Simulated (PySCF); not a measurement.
## Electronic structure of C4H12OSi2 in real space

The calculation's input:

```
{"job": {"kind": "nmr", "xc": "PBE0", "basis": "pcSseg-1", "pop": false}, "charge": 0, "multiplicity": 1}
C     -1.846431     1.494885    -0.502244
C     -2.518175     0.517404     0.242521
C     -1.970623    -0.006383     1.420264
Si    -0.794788    -0.457274    -0.407166
C      0.910156     0.135280     0.162012
O      1.751533    -0.785896    -0.486125
Si     3.366855    -0.879415    -0.468568
H     -2.299577     1.842236    -1.416007
H     -1.283057     2.242937     0.033281
H     -3.336765    -0.011330    -0.223220
H     -2.515971    -0.777688     1.938552
H     -1.414010     0.659325     2.061159
H     -0.786684    -0.521449    -1.893427
H     -0.899186    -1.911339    -0.111064
H      1.164567     1.146004    -0.158823
H      1.071401     0.076560     1.238943
H      3.979886     0.346494    -0.992413
H      3.542316    -2.034690    -1.330302
H      3.878555    -1.075663     0.892627
```

Command:

```sh
OMP_NUM_THREADS=1 python ens_run.py task.json out
```

Geometry: GFN2-xTB.

Computed with PySCF 2.14.0, PBE0/pcSseg-1, SCF density, gas phase, non-relativistic.

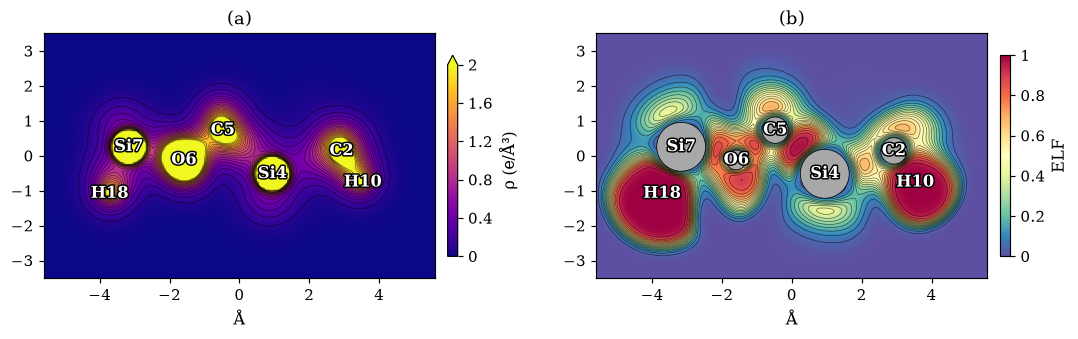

Figure 1. (a) electron density; (b) ELF on the plane of atoms C2, Si4 and C5. Grey discs cover the atomic cores in the ELF map.

Describe what can be read from this map.

The section cuts through C, Si, O and H sites. C–O (1.41 Å): ρ is about 2 e/Å³ halfway, with its minimum of 1.7 e/Å³ about 0.5 Å from C; the ELF peaks at about 0.85 between the atoms, as expected for a polar covalent bond. Si–O (1.62 Å): the density is about 1.2 e/Å³ at the midpoint; the ELF peaks at about 0.85 between the atoms: a short, strongly polar bond. C–Si (1.89 Å): the density is about 0.94 e/Å³ at the midpoint; the ELF peaks at about 1 between the atoms: a covalent bond. C–H (1.08 Å): ρ at the midpoint is about 2 e/Å³; the ELF climbs to about 1 towards the hydrogen, as it does in any bond to H: a covalent bond by its length. C–Si (2.08 Å): ρ at the midpoint is about 0.52 e/Å³, with its minimum of 0.45 e/Å³ about 1.3 Å from C; the ELF peaks at about 0.65 between the atoms. The ELF also peaks beside O6, away from the bonds: lone-pair regions.

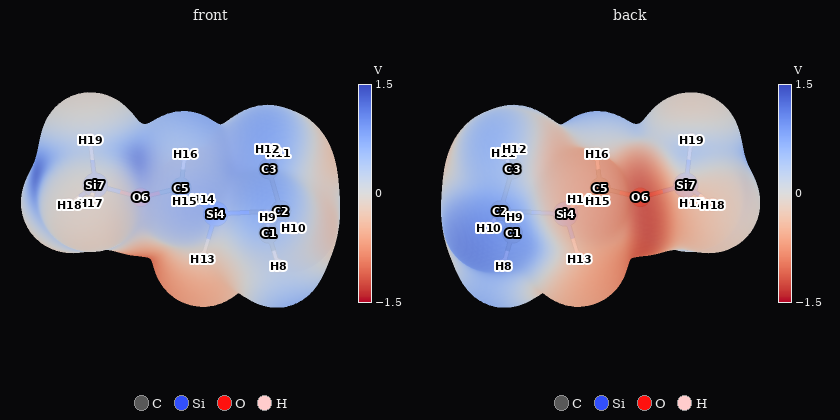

Figure 2. The molecular electrostatic potential painted on the density surface at 0.001 e/bohr³, seen from the front and from behind; red is negative and blue positive.

Describe the electrostatic potential map.

The most negative region (about −1.2 V) lies over O6, the most positive (about +1.1 V) over Si7 and H10. O6 is the likeliest acceptor of a hydrogen bond.

What dipole moment does the calculation give?

Its dipole moment is 1.93 D.
